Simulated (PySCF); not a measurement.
The calculation's input:

```
{"job": {"kind": "nmr", "xc": "PBE0", "basis": "pcSseg-1"}, "charge": 0, "multiplicity": 1}
Cl    -2.781918     3.004111     0.914244
C     -1.996176     1.530000     0.394977
C     -0.766391     1.578216    -0.095205
Si     0.156681     0.049497    -0.685233
C      1.737831    -0.147339     0.329488
C      2.974945     0.619213    -0.048445
C      2.927775    -0.857071    -0.253711
C     -0.914078    -1.486881    -0.484192
C     -2.148476    -1.497391     0.015012
Si    -3.087848     0.007418     0.635365
H     -0.257824     2.532496    -0.168874
H      0.501787     0.215924    -2.111039
H      1.597999    -0.290446     1.395530
H      2.937318     1.254049    -0.920553
H      3.599297     1.010489     0.741182
H      2.857067    -1.227423    -1.265101
H      3.519550    -1.487018     0.393887
H     -0.477145    -2.427256    -0.806490
H     -2.676224    -2.444154     0.082426
H     -4.324975     0.201182    -0.131254
H     -3.388114    -0.120672     2.067513
```

Command:

```sh
OMP_NUM_THREADS=1 python probes_run.py task.json out
```

Geometry: GFN2-xTB.

Method: PySCF, PBE0/pcSseg-1, SCF density, gas phase, non-relativistic.

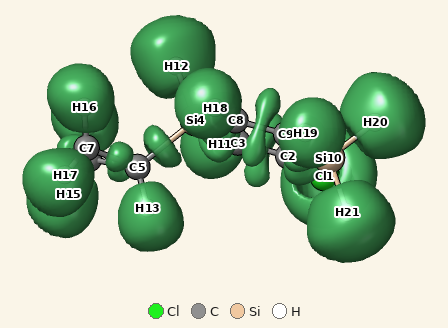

C$_{7}$H$_{11}$ClSi$_{2}$. Isosurface of the ELF at 0.8 (green), seen from one side. Core shells and regions of very low density are left out.

What do the ELF domains correspond to?

Answer. The ELF exceeds this value in five regions between bonded C–C atoms (shared pairs), one region between bonded C–Cl atoms (shared pairs), five regions between bonded C–Si atoms (shared pairs), eleven regions around hydrogen nuclei and one ring or bowl of non-bonding electrons around Cl. Along the contacts the grid gives the following. C–C (1.32 Å): the ELF peaks at about 0.95 between the atoms; a multiple bond. C–Cl (1.75 Å): the ELF peaks at about 0.90 between the atoms (a shared electron pair).
